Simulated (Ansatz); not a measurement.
Relaxed PbSe (rock salt):

```yaml
crystal:
  lattice:
    - [0.00000, 6.21766, 6.21766]
    - [3.10883, 0.00000, 3.10883]
    - [3.10883, 3.10883, 0.00000]
  atoms:
    - { symbol: Se, position: [0.00000, 0.00000, 0.00000] }
    - { symbol: Se, position: [0.50000, 0.00000, 0.00000] }
    - { symbol: Pb, position: [0.25000, 0.50000, 0.50000] }
    - { symbol: Pb, position: [0.75000, 0.50000, 0.50000] }
```

A phonon eigenvector at L = (0.5, 0.0, 0.0) is frozen into this cell: atom i moves by Q times the vector below, so Q is the largest atomic displacement, in Å. The cell is held. It is one choice among 2 degenerate patterns. (q is in reciprocal vectors of the primitive cell; the cell shown is doubled to hold the pattern.)

```csv
atom,x,y,z
Se1,-0.285,0.520,-0.805
Se2,0.285,-0.520,0.805
```

Atoms not listed stay in place.

Method: PBE (plane waves to 420 eV, PAW, scalar-relativistic; Ansatz, a program for electronic structure). k mesh 9×9×9 (Γ-centred), Fermi-Dirac smearing 0.05 eV. The energy includes the smearing's −TS. PbSe was relaxed with its symmetry unable to fall. Spin-orbit coupling is left out, though Pb is heavy. The PAW data are Ansatz's earlier set. ΔE is measured from the undisplaced structure.

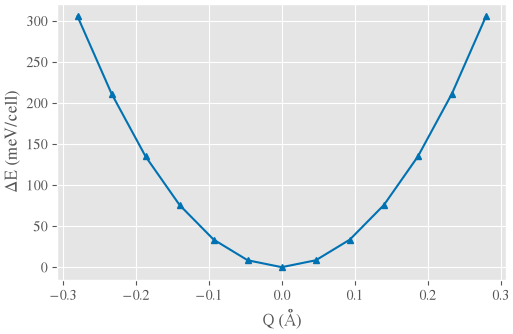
Figure: ΔE (meV/cell) against Q (Å); markers are the computed points, lines only join them.

### Question
What is the energy change at Q = 0.280 Å?

### Answer
About 310 meV/cell.

### Question
What harmonic wavenumber does the curvature at Q = 0 give?

### Answer
About 120 cm⁻¹.

(For displaced atoms, the force is minus the slope of the energy, and its curvature is a force constant, which sets phonon frequencies.)
